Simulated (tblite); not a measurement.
# Geometry relaxation, with input and output: C7H13FSSi (part 2 of 2)

C7H13FSSi; GFN2-xTB geometry optimisation, gas phase (tblite 0.8.0). It belongs to a series of runs on one base structure; here: SiH2 inserted into a C-C bond.

Geometry of the input (Å):
```
C  3.0577  0.0567  -0.0415
C  1.8469  0.9033  0.2320
C  0.9155  0.5184  1.3426
F  0.4356  1.5476  2.1418
C  0.4247  0.4563  -0.0866
C  0.1485  -0.9179  -0.6937
C  -1.1774  -1.5134  -0.2157
Si -2.6779  -0.4333  -0.5622
C  -2.2416  1.2775  -0.0113
S  -0.6396  1.7316  -0.7292
H  3.9267  0.4904  0.4439
H  2.9409  -0.9690  0.3280
H  3.2360  0.0268  -1.1073
H  2.0966  1.9521  0.1404
H  1.0557  -0.3719  1.9134
H  0.9425  -1.6227  -0.4057
H  0.1738  -0.8491  -1.7841
H  -1.3253  -2.5021  -0.6792
H  -1.1309  -1.6778  0.8770
H  -2.9786  -0.4781  -2.0161
H  -3.8674  -0.9552  0.1745
H  -2.1772  1.3435  1.0790
H  -2.9898  2.0133  -0.3302
```

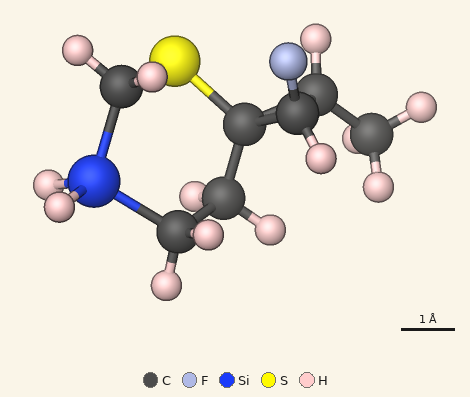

**Figure 1.** The geometry at step 58 of the log (ball-and-stick view, seen at a tilt).

**Trajectory as extended XYZ, continued**
```
23
Properties=species:S:1:pos:R:3:forces:R:3 step=33 energy=-851.74488
C     3.0527    0.0600   -0.0357    0.0110  -0.0010   0.0030
C     1.8203    0.8834    0.2390    0.0030  -0.0070  -0.0040
C     0.8579    0.5198    1.3235    0.0180   0.0060   0.0070
F     0.3590    1.4995    2.1290   -0.0060  -0.0010   0.0030
C     0.4215    0.4193   -0.1116   -0.0150   0.0110   0.0130
C     0.1455   -0.9440   -0.7035   -0.0070   0.0090  -0.0040
C    -1.1604   -1.5468   -0.1781    0.0030   0.0020  -0.0040
Si   -2.6755   -0.4549   -0.5572    0.0090  -0.0180  -0.0080
C    -2.2191    1.2968    0.0195    0.0030  -0.0090   0.0020
S    -0.6302    1.7386   -0.7601    0.0030   0.0150  -0.0230
H     3.9121    0.5033    0.4619    0.0000   0.0100   0.0220
H     2.9401   -0.9591    0.3255    0.0010  -0.0040  -0.0020
H     3.2558    0.0315   -1.1047   -0.0060  -0.0030  -0.0020
H     1.9691    1.9496    0.1086   -0.0010  -0.0100   0.0000
H     1.0010   -0.3889    1.8990   -0.0030  -0.0020  -0.0100
H     0.9761   -1.6163   -0.4734   -0.0070   0.0060  -0.0060
H     0.0936   -0.8387   -1.7897   -0.0030  -0.0140  -0.0080
H    -1.2887   -2.5355   -0.6206   -0.0050   0.0010   0.0110
H    -1.0722   -1.6976    0.9001    0.0070   0.0040  -0.0060
H    -2.8918   -0.4126   -2.0055   -0.0170  -0.0010  -0.0040
H    -3.8493   -0.9381    0.1743    0.0080   0.0050   0.0050
H    -2.0997    1.4072    1.0948   -0.0010  -0.0020   0.0140
H    -2.9224    2.0502   -0.3251    0.0050   0.0020   0.0020
23
Properties=species:S:1:pos:R:3:forces:R:3 step=41 energy=-851.74554
C     3.0551    0.0606   -0.0299    0.0010  -0.0030  -0.0010
C     1.8190    0.8812    0.2367    0.0010   0.0030   0.0040
C     0.8524    0.5176    1.3168   -0.0010  -0.0040   0.0020
F     0.3524    1.4936    2.1264   -0.0010   0.0000  -0.0100
C     0.4206    0.4213   -0.1207   -0.0030   0.0000   0.0110
C     0.1436   -0.9429   -0.7114    0.0050   0.0060   0.0020
C    -1.1588   -1.5447   -0.1770    0.0110  -0.0010  -0.0020
Si   -2.6743   -0.4543   -0.5561   -0.0010  -0.0140  -0.0010
C    -2.2145    1.2966    0.0214   -0.0020   0.0020  -0.0070
S    -0.6307    1.7413   -0.7678    0.0030   0.0000  -0.0030
H     3.9076    0.5079    0.4765    0.0010  -0.0050   0.0020
H     2.9446   -0.9600    0.3279   -0.0090  -0.0010   0.0090
H     3.2640    0.0335   -1.0976    0.0110   0.0060  -0.0030
H     1.9698    1.9471    0.1084   -0.0030   0.0060   0.0000
H     0.9898   -0.3950    1.8873    0.0050  -0.0040   0.0000
H     0.9764   -1.6121   -0.4810   -0.0040  -0.0040  -0.0120
H     0.0876   -0.8433   -1.7981   -0.0010   0.0020   0.0040
H    -1.2892   -2.5372   -0.6098   -0.0010   0.0020  -0.0030
H    -1.0627   -1.6877    0.9016   -0.0090   0.0060   0.0010
H    -2.9009   -0.4183   -2.0031   -0.0050   0.0070   0.0000
H    -3.8461   -0.9340    0.1799   -0.0030  -0.0010   0.0140
H    -2.0917    1.4046    1.0971    0.0120  -0.0050  -0.0050
H    -2.9188    2.0513   -0.3174   -0.0080   0.0030  -0.0030
23
Properties=species:S:1:pos:R:3:forces:R:3 step=49 energy=-851.74598
C     3.0566    0.0612   -0.0245    0.0010  -0.0010   0.0020
C     1.8188    0.8812    0.2355    0.0010   0.0050   0.0040
C     0.8501    0.5156    1.3128   -0.0100  -0.0010  -0.0040
F     0.3477    1.4901    2.1226    0.0010  -0.0030  -0.0020
C     0.4213    0.4217   -0.1258   -0.0010  -0.0040   0.0030
C     0.1429   -0.9419   -0.7171    0.0030   0.0030  -0.0020
C    -1.1579   -1.5430   -0.1774    0.0090  -0.0020  -0.0030
Si   -2.6763   -0.4562   -0.5553    0.0000  -0.0060   0.0010
C    -2.2119    1.2947    0.0174    0.0050   0.0060   0.0030
S    -0.6302    1.7411   -0.7754    0.0060  -0.0070  -0.0010
H     3.9053    0.5064    0.4900    0.0010   0.0000   0.0060
H     2.9416   -0.9594    0.3317   -0.0030  -0.0040  -0.0040
H     3.2759    0.0369   -1.0902    0.0010   0.0000  -0.0010
H     1.9681    1.9476    0.1098    0.0040   0.0070  -0.0040
H     0.9871   -0.3989    1.8809    0.0010   0.0080   0.0020
H     0.9770   -1.6117   -0.4927   -0.0080  -0.0020  -0.0030
H     0.0815   -0.8411   -1.8032    0.0000   0.0040   0.0000
H    -1.2873   -2.5382   -0.6039   -0.0010   0.0000  -0.0020
H    -1.0611   -1.6779    0.9023   -0.0010  -0.0050  -0.0030
H    -2.9137   -0.4184   -2.0003   -0.0040  -0.0050   0.0010
H    -3.8414   -0.9316    0.1945   -0.0030  -0.0040   0.0040
H    -2.0799    1.3986    1.0921   -0.0040   0.0050   0.0080
H    -2.9191    2.0502   -0.3137    0.0030   0.0040  -0.0040
23
Properties=species:S:1:pos:R:3:forces:R:3 step=58 energy=-851.74626
C     3.0568    0.0613   -0.0189    0.0050   0.0000   0.0000
C     1.8192    0.8831    0.2355   -0.0010  -0.0040   0.0010
C     0.8481    0.5169    1.3106   -0.0090  -0.0040  -0.0050
F     0.3407    1.4902    2.1189    0.0050  -0.0010  -0.0060
C     0.4234    0.4209   -0.1291   -0.0070  -0.0050   0.0040
C     0.1430   -0.9413   -0.7231   -0.0020   0.0010   0.0020
C    -1.1564   -1.5432   -0.1803    0.0030   0.0010   0.0020
Si   -2.6777   -0.4573   -0.5502    0.0020  -0.0040   0.0020
C    -2.2086    1.2948    0.0171   -0.0010   0.0050  -0.0040
S    -0.6291    1.7383   -0.7809    0.0120  -0.0010   0.0050
H     3.9027    0.5008    0.5051    0.0030   0.0010   0.0100
H     2.9356   -0.9612    0.3303   -0.0020  -0.0020  -0.0040
H     3.2852    0.0426   -1.0827   -0.0010  -0.0020  -0.0040
H     1.9697    1.9493    0.1076   -0.0020  -0.0030  -0.0010
H     0.9866   -0.3965    1.8800   -0.0010   0.0070  -0.0010
H     0.9754   -1.6153   -0.5048    0.0030   0.0120  -0.0020
H     0.0771   -0.8351   -1.8086    0.0020  -0.0060   0.0030
H    -1.2864   -2.5389   -0.6058   -0.0020   0.0070  -0.0040
H    -1.0571   -1.6777    0.8991    0.0050  -0.0080  -0.0010
H    -2.9269   -0.4251   -1.9935    0.0000   0.0010   0.0010
H    -3.8370   -0.9335    0.2083    0.0000   0.0010   0.0050
H    -2.0760    1.4020    1.0916    0.0000   0.0030  -0.0020
H    -2.9130    2.0519   -0.3162   -0.0140   0.0000  -0.0010
23
Properties=species:S:1:pos:R:3:forces:R:3 step=66 energy=-851.74662
C     3.0578    0.0595   -0.0114    0.0010  -0.0030  -0.0030
C     1.8191    0.8820    0.2349   -0.0010   0.0000  -0.0040
C     0.8445    0.5177    1.3075   -0.0030   0.0050  -0.0050
F     0.3339    1.4941    2.1101    0.0050  -0.0040   0.0020
C     0.4242    0.4202   -0.1335   -0.0070  -0.0010   0.0060
C     0.1432   -0.9403   -0.7305    0.0000   0.0040   0.0040
C    -1.1530   -1.5446   -0.1831    0.0030  -0.0010  -0.0040
Si   -2.6773   -0.4581   -0.5400   -0.0010  -0.0010   0.0000
C    -2.2067    1.2984    0.0140    0.0010  -0.0010   0.0000
S    -0.6261    1.7400   -0.7850   -0.0100  -0.0090   0.0040
H     3.8975    0.4906    0.5297   -0.0020  -0.0010  -0.0010
H     2.9286   -0.9665    0.3241   -0.0010  -0.0030   0.0020
H     3.2993    0.0514   -1.0724    0.0070   0.0030  -0.0030
H     1.9698    1.9476    0.1037    0.0050   0.0020   0.0070
H     0.9842   -0.3925    1.8819   -0.0110   0.0060  -0.0110
H     0.9790   -1.6122   -0.5187   -0.0070   0.0020   0.0000
H     0.0719   -0.8314   -1.8155    0.0030  -0.0010   0.0070
H    -1.2882   -2.5363   -0.6160    0.0050  -0.0030   0.0000
H    -1.0458   -1.6880    0.8944   -0.0030  -0.0030  -0.0050
H    -2.9439   -0.4341   -1.9808    0.0060   0.0040   0.0070
H    -3.8292   -0.9342    0.2308    0.0080   0.0080   0.0040
H    -2.0735    1.4114    1.0880   -0.0020   0.0030  -0.0030
H    -2.9139    2.0521   -0.3221    0.0030  -0.0040  -0.0030
23
Properties=species:S:1:pos:R:3:forces:R:3 step=74 energy=-851.74691
C     3.0580    0.0575   -0.0067    0.0000   0.0000   0.0020
C     1.8184    0.8812    0.2329    0.0010   0.0010   0.0030
C     0.8403    0.5198    1.3033    0.0000  -0.0020   0.0000
F     0.3312    1.4977    2.1053    0.0030  -0.0040  -0.0040
C     0.4232    0.4218   -0.1381    0.0000  -0.0010   0.0030
C     0.1430   -0.9389   -0.7353    0.0050   0.0020   0.0000
C    -1.1499   -1.5479   -0.1865    0.0040   0.0010  -0.0010
Si   -2.6757   -0.4597   -0.5302   -0.0060   0.0020  -0.0010
C    -2.2060    1.3003    0.0123    0.0060   0.0020  -0.0020
S    -0.6273    1.7402   -0.7912   -0.0070  -0.0010   0.0000
H     3.8910    0.4816    0.5500    0.0010   0.0000   0.0000
H     2.9225   -0.9713    0.3177   -0.0020  -0.0010  -0.0010
H     3.3154    0.0589   -1.0642   -0.0060   0.0040   0.0010
H     1.9726    1.9467    0.1042   -0.0020   0.0010  -0.0010
H     0.9744   -0.3909    1.8777   -0.0020  -0.0020  -0.0020
H     0.9806   -1.6095   -0.5276   -0.0010   0.0000   0.0030
H     0.0690   -0.8279   -1.8197    0.0000  -0.0020   0.0000
H    -1.2854   -2.5370   -0.6256    0.0010   0.0000  -0.0010
H    -1.0387   -1.6992    0.8894    0.0000   0.0000   0.0010
H    -2.9534   -0.4382   -1.9687    0.0010  -0.0010   0.0010
H    -3.8197   -0.9298    0.2552    0.0010   0.0000   0.0020
H    -2.0732    1.4216    1.0855    0.0000   0.0030  -0.0040
H    -2.9151    2.0497   -0.3296    0.0030  -0.0030   0.0010
```

**Key numbers**

| quantity | value |
| --- | --- |
| outcome | converged |
| total energy | −851.7469 eV |
| hardware | 1 CPU thread, shared host |
| wall time | 0.66 s |
| peak memory | 0.18 GiB |
